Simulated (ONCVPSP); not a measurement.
**Mo: two inputs for an ONCV potential, part 1 of 2**

Aim: run the settings below and read what the generator makes of them, then set beside them a closely related input and test what it gives.

Method: ONCVPSP 4.0.1, LDA (Perdew-Wang 92), fully relativistic.

## (1) Starting point

Typed settings, in words:

```json
{"element": "molybdenum (Mo, Z = 42)", "type": "optimised norm-conserving Vanderbilt (ONCV)", "frozen core": "[Ar] 3d10", "valence charge": "14", "reference configuration": "4s2 4p6 4d6", "partial waves": "4s: rc 1.45 bohr, ncon 4, nbas 9, qcut 9.9 1/bohr, 2 projectors, debl 3.6 Ha; 4p: rc 1.45 bohr, ncon 4, nbas 8, qcut 12.1 1/bohr, 2 projectors, debl 1.5 Ha; 4d: rc 2.10 bohr, ncon 4, nbas 8, qcut 11.5 1/bohr, 3 projectors, debl 0.3 Ha", "local potential": "polynomial inside 1.05 bohr (lpopt 5, dvloc0 -1 Ha)", "core correction": "Teter function, fcfact 2.75, rcfact 1.7"}
```

An earlier all-electron run gives the scale for the radii.

All-electron outer shells of the reference configuration (LDA (PZ), scalar-relativistic, ld1.x):

```
shell  level (eV)  outermost node (bohr)  outermost maximum (bohr)
   4s      -62.33                   0.51                      0.99
   4p      -36.59                   0.52                      1.06
   5s       -3.72                   1.35                      3.00
   4d       -2.52                   0.53                      1.42
   5p       -0.87                   1.56                      4.32
```

## (2) The first input

Contents of Mo.dat:

```
# ATOM AND REFERENCE CONFIGURATION
# atsym  z   nc   nv     iexc    psfile
  Mo 42.00    6    3  -001012      upf
#
#   n    l    f
    1    0    2.00
    2    0    2.00
    2    1    6.00
    3    0    2.00
    3    1    6.00
    3    2   10.00
    4    0    2.00
    4    1    6.00
    4    2    6.00
#
# PSEUDOPOTENTIAL AND OPTIMIZATION
# lmax
    2
#
#   l,   rc,      ep,       ncon, nbas, qcut
    0    1.45    0.00    4    9    9.90
    1    1.45    0.00    4    8   12.10
    2    2.10    0.00    4    8   11.50
#
# LOCAL POTENTIAL
# lloc, lpopt,  rc(5),   dvloc0
    4    5    1.05   -1.00
#
# VANDERBILT-KLEINMAN-BYLANDER PROJECTORs
# l, nproj, debl
    0    2    3.60
    1    2    1.50
    2    3    0.30
#
# MODEL CORE CHARGE
# icmod, fcfact, rcfact
    3    2.75    1.70
#
# LOG DERIVATIVE ANALYSIS
# epsh1, epsh2, depsh
   -4.00    5.00    0.02
#
# OUTPUT GRID
# rlmax, drl
    6.00    0.01
#
# TEST CONFIGURATIONS
# ncnf
    4
# nvcnf
#   n    l    f
    4
    4    0    2.00
    4    1    6.00
    4    2    5.00
    5    0    1.00
#
    3
    4    0    2.00
    4    1    6.00
    4    2    5.00
#
    3
    4    0    2.00
    4    1    6.00
    4    2    4.00
#
    4
    4    0    2.00
    4    1    5.00
    4    2    5.00
    5    0    1.00
#
```

On the command line:

```bash
oncvpspr.x < Mo.dat > Mo.out
```

The output, Mo.out (without the consistency checks and plot data):

```text
ONCVPSP  (Optimized Norm-Conservinng Vanderbilt PSeudopotential)
relativistic version 4.0.1

#   n    l    f        energy (Ha)
    1    0    2.00    -7.2703312D+02
    2    0    2.00    -1.0261622D+02
    2    1    6.00    -9.0552490D+01    -9.4462056D+01
    3    0    2.00    -1.7379593D+01
    3    1    6.00    -1.3630175D+01    -1.4274486D+01
    3    2   10.00    -7.9964414D+00    -8.1185446D+00
    4    0    2.00    -2.2893178D+00
    4    1    6.00    -1.3149053D+00    -1.4069487D+00
    4    2    6.00    -8.9773426D-02    -9.6530640D-02

Reference configufation results
  iterations    30
  all-electron total energy (Ha)   -4.04497096D+03

Begin loop to  construct optimized pseudo wave functions
and semi-local pseudopoentials for all angular momenta

   Wellstate for l =  0  n =  6 kap= -1
     eigenvalue =   1.3107
     asymptotic potential =   1.8107
     half-point radius =  3.6782

Calculating optimized projector #   1

 for l=   0

    Fraction of norm inside rc  0.826822
    Optimizing pswf for qcut=   9.91 a_B^-1,  ecut=  49.11 Ha
    Residual kinetic energy error=  3.23D-08 Ha
 ERROR pspot:  first pseudo wave function has node,          program will stop
 ERROR pspot: try changing psp parameters for this l
```

It took 0.22 s on 1 thread, shared host.

## (3) Diagnosis

The generator stops with "ERROR pspot: first pseudo wave function has node, program will stop". The reason: the optimised pseudo-wave of the first projector has a node, so the radial equation cannot be inverted for a potential.

The second input is set otherwise in this: s: qcut 9.9 → 7.4 1/bohr; p: qcut 12.1 → 9.1 1/bohr; d: qcut 11.5 → 8.6 1/bohr.

## (4) The second input

Changes to Mo.dat since step 2:

```diff
@@ -20,5 +20,5 @@
 #   l,   rc,      ep,       ncon, nbas, qcut
-    0    1.45    0.00    4    9    9.90
-    1    1.45    0.00    4    8   12.10
-    2    2.10    0.00    4    8   11.50
+    0    1.45    0.00    4    9    7.40
+    1    1.45    0.00    4    8    9.10
+    2    2.10    0.00    4    8    8.60
 #
```

On the command line:

```bash
oncvpspr.x < Mo.dat > Mo.out
```

What the program wrote to Mo.out (without the consistency checks and plot data):

```text
ONCVPSP  (Optimized Norm-Conservinng Vanderbilt PSeudopotential)
relativistic version 4.0.1

#   n    l    f        energy (Ha)
    1    0    2.00    -7.2703312D+02
    2    0    2.00    -1.0261622D+02
    2    1    6.00    -9.0552490D+01    -9.4462056D+01
    3    0    2.00    -1.7379593D+01
    3    1    6.00    -1.3630175D+01    -1.4274486D+01
    3    2   10.00    -7.9964414D+00    -8.1185446D+00
    4    0    2.00    -2.2893178D+00
    4    1    6.00    -1.3149053D+00    -1.4069487D+00
    4    2    6.00    -8.9773426D-02    -9.6530640D-02

Reference configufation results
  iterations    30
  all-electron total energy (Ha)   -4.04497096D+03

Begin loop to  construct optimized pseudo wave functions
and semi-local pseudopoentials for all angular momenta

   Wellstate for l =  0  n =  6 kap= -1
     eigenvalue =   1.3107
     asymptotic potential =   1.8107
     half-point radius =  3.6782

Calculating optimized projector #   1

 for l=   0

    Fraction of norm inside rc  0.826822
    Optimizing pswf for qcut=   7.40 a_B^-1,  ecut=  27.41 Ha
    Residual kinetic energy error=  5.03D-05 Ha

    Energy error per electron        Cutoff
         Ha          eV             Ha
         0.01000     0.27211       17.69
         0.00100     0.02721       22.18
         0.00010     0.00272       26.30
         0.00001     0.00027       80.18

Calculating optimized projector #   2

 for l=   0

    Fraction of norm inside rc  0.054073
    Optimizing pswf for qcut=   7.40 a_B^-1,  ecut=  27.41 Ha
    Residual kinetic energy error=  4.94D-05 Ha

    Energy error per electron        Cutoff
         Ha          eV             Ha
         0.01000     0.27211       16.01
         0.00100     0.02721       21.68
         0.00010     0.00272       26.13
         0.00001     0.00027       48.26

   Wellstate for l =  1  n =  5 kap= -2
     eigenvalue =   0.1851
     asymptotic potential =   0.6851
     half-point radius =  4.6233

Calculating optimized projector #   1

 for l=   1

    Fraction of norm inside rc  0.708984
    Optimizing pswf for qcut=   9.10 a_B^-1,  ecut=  41.44 Ha
    Residual kinetic energy error=  2.30D-06 Ha

    Energy error per electron        Cutoff
         Ha          eV             Ha
         0.01000     0.27211       19.83
         0.00100     0.02721       28.47
         0.00010     0.00272       33.96
         0.00001     0.00027       38.42

Calculating optimized projector #   2

 for l=   1

    Fraction of norm inside rc  0.061867
    Optimizing pswf for qcut=   9.10 a_B^-1,  ecut=  41.44 Ha
    Residual kinetic energy error=  7.61D-07 Ha

    Energy error per electron        Cutoff
         Ha          eV             Ha
         0.01000     0.27211        7.82
         0.00100     0.02721       23.66
         0.00010     0.00272       31.27
         0.00001     0.00027       36.54

   Wellstate for l =  1  n =  5 kap=  1
     eigenvalue =   0.0931

Calculating optimized projector #   1

 for l=   1

    Fraction of norm inside rc  0.734766
    Optimizing pswf for qcut=   9.10 a_B^-1,  ecut=  41.44 Ha
    Residual kinetic energy error=  2.49D-06 Ha

    Energy error per electron        Cutoff
         Ha          eV             Ha
         0.01000     0.27211       19.38
         0.00100     0.02721       28.44
         0.00010     0.00272       34.01
         0.00001     0.00027       38.52

Calculating optimized projector #   2

 for l=   1

    Fraction of norm inside rc  0.059564
    Optimizing pswf for qcut=   9.10 a_B^-1,  ecut=  41.44 Ha
    Residual kinetic energy error=  9.17D-07 Ha

    Energy error per electron        Cutoff
         Ha          eV             Ha
         0.01000     0.27211        8.01
         0.00100     0.02721       23.49
         0.00010     0.00272       31.40
         0.00001     0.00027       36.74

   Wellstate for l =  2  n =  5 kap= -3
     eigenvalue =   0.2102
     asymptotic potential =   0.7102
     half-point radius =  8.8764

   Wellstate for l =  2  n =  6 kap= -3
     eigenvalue =   0.5102
     asymptotic potential =   1.0102
     half-point radius =  9.1042

Calculating optimized projector #   1

 for l=   2

    Fraction of norm inside rc  0.579285
    Optimizing pswf for qcut=   8.61 a_B^-1,  ecut=  37.05 Ha
    Residual kinetic energy error=  1.79D-08 Ha

    Energy error per electron        Cutoff
         Ha          eV             Ha
         0.01000     0.27211       14.10
         0.00100     0.02721       19.20
         0.00010     0.00272       23.69
         0.00001     0.00027       27.48

Calculating optimized projector #   2

 for l=   2

    Fraction of norm inside rc  0.107842
    Optimizing pswf for qcut=   8.61 a_B^-1,  ecut=  37.05 Ha
    Residual kinetic energy error=  6.38D-10 Ha

    Energy error per electron        Cutoff
         Ha          eV             Ha
         0.01000     0.27211       11.06
         0.00100     0.02721       16.63
         0.00010     0.00272       21.56
         0.00001     0.00027       25.74

Calculating optimized projector #   3

 for l=   2

    Fraction of norm inside rc  0.077782
    Optimizing pswf for qcut=   8.61 a_B^-1,  ecut=  37.05 Ha
    Residual kinetic energy error=  9.98D-10 Ha

    Energy error per electron        Cutoff
         Ha          eV             Ha
         0.01000     0.27211       11.28
         0.00100     0.02721       16.91
         0.00010     0.00272       21.89
         0.00001     0.00027       26.14

   Wellstate for l =  2  n =  5 kap=  2
     eigenvalue =   0.2035

   Wellstate for l =  2  n =  6 kap=  2
     eigenvalue =   0.5086

Calculating optimized projector #   1

 for l=   2

    Fraction of norm inside rc  0.593516
    Optimizing pswf for qcut=   8.61 a_B^-1,  ecut=  37.05 Ha
    Residual kinetic energy error=  1.38D-08 Ha

    Energy error per electron        Cutoff
         Ha          eV             Ha
         0.01000     0.27211       14.26
         0.00100     0.02721       19.32
         0.00010     0.00272       23.74
         0.00001     0.00027       27.47

Calculating optimized projector #   2

 for l=   2

    Fraction of norm inside rc  0.104501
    Optimizing pswf for qcut=   8.61 a_B^-1,  ecut=  37.05 Ha
    Residual kinetic energy error=  5.81D-10 Ha

    Energy error per electron        Cutoff
         Ha          eV             Ha
         0.01000     0.27211       11.13
         0.00100     0.02721       16.69
         0.00010     0.00272       21.59
         0.00001     0.00027       25.74

Calculating optimized projector #   3

 for l=   2

    Fraction of norm inside rc  0.076244
    Optimizing pswf for qcut=   8.61 a_B^-1,  ecut=  37.05 Ha
    Residual kinetic energy error=  9.75D-10 Ha

    Energy error per electron        Cutoff
         Ha          eV             Ha
         0.01000     0.27211       11.38
         0.00100     0.02721       17.01
         0.00010     0.00272       21.95
         0.00001     0.00027       26.18

Construct Vanderbilt / Kleinmman-Bylander projectors

B matrix Hermiticity error, ll=  0  kap= -1
   1   2   -4.2014D-04

  Orthonormal projector coefficients  1.6026E+01  2.0682E+00

B matrix Hermiticity error, ll=  1  kap= -2
   1   2    1.4353D-04

  Orthonormal projector coefficients  1.0905E+01  1.3822E+00

B matrix Hermiticity error, ll=  1  kap=  1
   1   2    1.5429D-04

  Orthonormal projector coefficients  1.0833E+01  1.4601E+00

B matrix Hermiticity error, ll=  2  kap= -3
   1   2    1.5156D-05
   1   3   -2.8918D-05
   2   3    7.2589D-06

  Orthonormal projector coefficients  5.2306E+00  9.6919E-01  2.5492E-01

B matrix Hermiticity error, ll=  2  kap=  2
   1   2    1.5528D-05
   1   3   -2.9526D-05
   2   3    7.1719D-06

  Orthonormal projector coefficients  5.4627E+00  1.1722E+00  2.7951E-01

 Orthonormal scalar projector coefficients, l =  1
  1.0877E+01  1.4107E+00  8.3261E-04  1.2452E-05

 Orthonormal spin-orbit projector coefficients, l =  1
 -2.7273E-01  2.5151E-01  1.7946E-02 -5.1697E-04

 Orthonormal scalar projector coefficients, l =  2
  5.3195E+00  1.0523E+00  2.6424E-01  2.1880E-03  3.5267E-04  6.1129E-06

 Orthonormal spin-orbit projector coefficients, l =  2
 -1.9879E-01  2.4707E-02 -2.3518E-02  1.0721E-02  3.4819E-03 -4.7941E-04

Model core correction analysis
  based on d2Exc/dn_idn_j

d2excae - all-electron derivatives

   -2.425035D-02   -2.152577D-02   -1.014172D-02
   -2.152585D-02   -2.012542D-02   -1.104240D-02
   -1.014181D-02   -1.104244D-02   -1.184042D-02

d2excps - pseudofunction derivatives with no core correction

   -3.892451D-02   -3.351032D-02   -1.508265D-02
   -3.351088D-02   -3.054825D-02   -1.609791D-02
   -1.508308D-02   -1.609811D-02   -1.663461D-02

rms 2nd derivative error    9.031845E-03

rmatch, rhocmatch    0.7575   11.2736

Teter function model core charge with specified parameters

d2excps - pseudofunction derivatives with core correction

   -2.881376D-02   -2.598855D-02   -1.266814D-02
   -2.598862D-02   -2.472032D-02   -1.410757D-02
   -1.266824D-02   -1.410760D-02   -1.587115D-02

rms 2nd derivative error    3.794346E-03

Pseudoatom total energy  -68.459318

Diagnostic tests using Vanderbilt-Kleinman-Bylander pseudopotentials
  relativistic with J = L +/- 1/2 projectors

   l  kap   rcore       rmatch      e in        delta e    norm test   slope test

   0  -1   1.4540086   1.4981554  -2.2893178  -0.0000077   1.0001341   1.0001432
   0  -1   1.4540086   1.4981554   1.3106822   0.0000434   1.0004340   1.0004340

   1  -2   1.4540086   1.4981554  -1.3149053  -0.0000155   1.0001176   1.0001473
   1   1   1.4540086   1.4981554  -1.4069487  -0.0000028   1.0001267   1.0001317
   1  -2   1.4540086   1.4981554   0.1850947   0.0000020   1.0002922   1.0002922
   1   1   1.4540086   1.4981554   0.1724917   0.0000034   1.0003029   1.0003029

   2  -3   2.1068895   2.1708593  -0.0897734   0.0000005   1.0000502   1.0000767
   2   2   2.1068895   2.1708593  -0.0965306   0.0000047   1.0000556   1.0000569
   2  -3   2.1068895   2.1708593   0.2102266   0.0000038   1.0001138   1.0001138
   2   2   2.1068895   2.1708593   0.2085539   0.0000049   1.0001160   1.0001160
   2  -3   2.1068895   2.1708593   0.5102266   0.0000046   1.0001467   1.0001467
   2   2   2.1068895   2.1708593   0.5086428   0.0000056   1.0001483   1.0001483

Diagnostic tests using Vanderbilt-Kleinman-Bylander pseudopotentials
  relativistic with scalar and spin-orbit non-local projectors

   l  kap   rcore       rmatch      e in        delta e    norm test   slope test

   0  -1   1.4540086   1.4981554  -2.2893178  -0.0000077   1.0001341   1.0001432
   0  -1   1.4540086   1.4981554   1.3106822   0.0000434   1.0004340   1.0004340

   1  -2   1.4540086   1.4981554  -1.3149053  -0.0002042   1.0001166   0.9999825
   1   1   1.4540086   1.4981554  -1.4069487  -0.0001915   1.0001255   0.9999857
   1  -2   1.4540086   1.4981554   0.1850947  -0.0001634   1.0002514   1.0002514
   1   1   1.4540086   1.4981554   0.1724917  -0.0001394   1.0002599   1.0002599

   2  -3   2.1068895   2.1708593  -0.0897734  -0.0001803   1.0000391   0.9989339
   2   2   2.1068895   2.1708593  -0.0965306  -0.0001818   1.0000617   0.9989792
   2  -3   2.1068895   2.1708593   0.2102266  -0.0003705   1.0002332   1.0002332
   2   2   2.1068895   2.1708593   0.2085539  -0.0003731   1.0002341   1.0002341
   2  -3   2.1068895   2.1708593   0.5102266  -0.0004309   1.0002238   1.0002238
   2   2   2.1068895   2.1708593   0.5086428  -0.0004317   1.0002205   1.0002205

Ghost test for J = L + 1/2

 Testing for bound ghosts
   n   l    E NL Schr. Eq   E Basis Diag.   E Cutoff

   1   0       -2.289326       -2.289308    165.29

   2   1       -1.314921       -1.314644    143.22

   3   2       -0.089773       -0.085314     99.78

 Testing for highly-localized positive-energy ghosts
       l    <radius>/rc     E Basis Diag.   E Cutoff

       0        0.321996        5.444705    165.29  WARNING - GHOST(+)

Ghost test for J = L - 1/2

 Testing for bound ghosts
   n   l    E NL Schr. Eq   E Basis Diag.   E Cutoff

   1   0       -2.289326       -2.289308    165.29

   2   1       -1.406951       -1.406758    143.22

   3   2       -0.096526       -0.092502     99.78

 Testing for highly-localized positive-energy ghosts
       l    <radius>/rc     E Basis Diag.   E Cutoff

       0        0.321996        5.444705    165.29  WARNING - GHOST(+)

Test configuration 0

   n   l kap    f        eae           eps        diff
   1   0  -1  2.0000 -727.03311794
   2   0  -1  2.0000 -102.61622060
   2   1  -2  4.0000  -90.55249019
   2   1   1  2.0000  -94.46205570
   3   0  -1  2.0000  -17.37959341
   3   1  -2  4.0000  -13.63017494
   3   1   1  2.0000  -14.27448601
   3   2  -3  6.0000   -7.99644138
   3   2   2  4.0000   -8.11854456
   4   0  -1  2.0000   -2.28931779   -2.28932551   -7.72E-06
   4   1  -2  4.0000   -1.31490531   -1.31492083   -1.55E-05
   4   1   1  2.0000   -1.40694869   -1.40695145   -2.76E-06
   4   2  -3  3.6000   -0.08977343   -0.08977296    4.67E-07
   4   2   2  2.4000   -0.09653064   -0.09652595    4.69E-06

    Total energies and differences
      AE_ref= -4.04497096E+03  AE_tst= -4.04497096E+03  dif=  0.00E+00
      PS_ref= -6.84593177E+01  PS_tst= -6.84593177E+01  dif=  5.68E-14
      PSP excitation error= -5.68E-14

Test configuration 1

   n   l kap    f        eae           eps        diff
   1   0  -1  2.0000 -727.10926827
   2   0  -1  2.0000 -102.69815794
   2   1  -2  4.0000  -90.63400215
   2   1   1  2.0000  -94.54344069
   3   0  -1  2.0000  -17.46065170
   3   1  -2  4.0000  -13.71124889
   3   1   1  2.0000  -14.35556782
   3   2  -3  6.0000   -8.07793037
   3   2   2  4.0000   -8.20004200
   4   0  -1  2.0000   -2.36641070   -2.36600158    4.09E-04
   4   1  -2  4.0000   -1.38821504   -1.38810189    1.13E-04
   4   1   1  2.0000   -1.48110899   -1.48092005    1.89E-04
   4   2  -3  3.0000   -0.14157519   -0.14161777   -4.26E-05
   4   2   2  2.0000   -0.14912270   -0.14915429   -3.16E-05
   5   0  -1  1.0000   -0.15882645   -0.15879824    2.82E-05

    Total energies and differences
      AE_ref= -4.04497096E+03  AE_tst= -4.04500099E+03  dif= -3.00E-02
      PS_ref= -6.84593177E+01  PS_tst= -6.84893201E+01  dif= -3.00E-02
      PSP excitation error= -2.14E-05

Test configuration 2

   n   l kap    f        eae           eps        diff
   1   0  -1  2.0000 -727.36106448
   2   0  -1  2.0000 -102.94592363
   2   1  -2  4.0000  -90.88202224
   2   1   1  2.0000  -94.79154305
   3   0  -1  2.0000  -17.70949300
   3   1  -2  4.0000  -13.96008146
   3   1   1  2.0000  -14.60438058
   3   2  -3  6.0000   -8.32644038
   3   2   2  4.0000   -8.44854094
   4   0  -1  2.0000   -2.61781121   -2.61768433    1.27E-04
   4   1  -2  4.0000   -1.64076367   -1.64073789    2.58E-05
   4   1   1  2.0000   -1.73341452   -1.73335654    5.80E-05
   4   2  -3  3.0000   -0.38853993   -0.38855673   -1.68E-05
   4   2   2  2.0000   -0.39650983   -0.39651970   -9.87E-06

    Total energies and differences
      AE_ref= -4.04497096E+03  AE_tst= -4.04473718E+03  dif=  2.34E-01
      PS_ref= -6.84593177E+01  PS_tst= -6.82255277E+01  dif=  2.34E-01
      PSP excitation error= -2.68E-06

Test configuration 3

   n   l kap    f        eae           eps        diff
   1   0  -1  2.0000 -727.79636161
   2   0  -1  2.0000 -103.38564955
   2   1  -2  4.0000  -91.32139980
   2   1   1  2.0000  -95.23082607
   3   0  -1  2.0000  -18.14692579
   3   1  -2  4.0000  -14.39747443
   3   1   1  2.0000  -15.04184923
   3   2  -3  6.0000   -8.76429129
   3   2   2  4.0000   -8.88642198
   4   0  -1  2.0000   -3.04427461   -3.04393324    3.41E-04
   4   1  -2  4.0000   -2.06048000   -2.06040102    7.90E-05
   4   1   1  2.0000   -2.15466361   -2.15451355    1.50E-04
   4   2  -3  2.4000   -0.77005174   -0.77009920   -4.75E-05
   4   2   2  1.6000   -0.77933275   -0.77936207   -2.93E-05

    Total energies and differences
      AE_ref= -4.04497096E+03  AE_tst= -4.04416020E+03  dif=  8.11E-01
      PS_ref= -6.84593177E+01  PS_tst= -6.76485189E+01  dif=  8.11E-01
      PSP excitation error= -3.26E-05

Test configuration 4

psatom_r: WARNING lschvkbb convergence error n,l,kap,iter=   3   2  -3

ea(ii),et,emin,emax -8.977296E-02 -9.875026E-02 -9.875026E-02 -9.875026E-02
run_config_r: WARNING for fully non-local PS atom,
 WARNING no output for configuration 5
```

Wall time 6 s (1 thread, shared host).

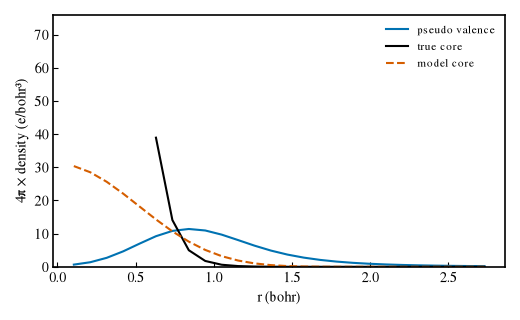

Valence density, true core and model core. The true core is left out near the nucleus, where the program caps it.

## (5) Transferability, from the output's test configurations

1 test gave no usable energy difference (4s2 4p5 4d5 5s1).

Excitation and ionisation energies from 4s2 4p6 4d6, with the error of the potential.

| valence configuration | charge | ΔE all-electron (eV) | error AE − PS (meV) |
| --- | --- | --- | --- |
| 4s2 4p6 4d5 5s1 | 0 | -0.817 | -0.6 |
| 4s2 4p6 4d5 | +1 | 6.362 | -0.1 |
| 4s2 4p6 4d4 | +2 | 22.062 | -0.9 |

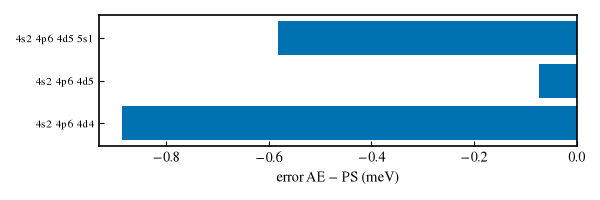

Error of the potential in each test configuration.

(Continued in part 2 of 2.)
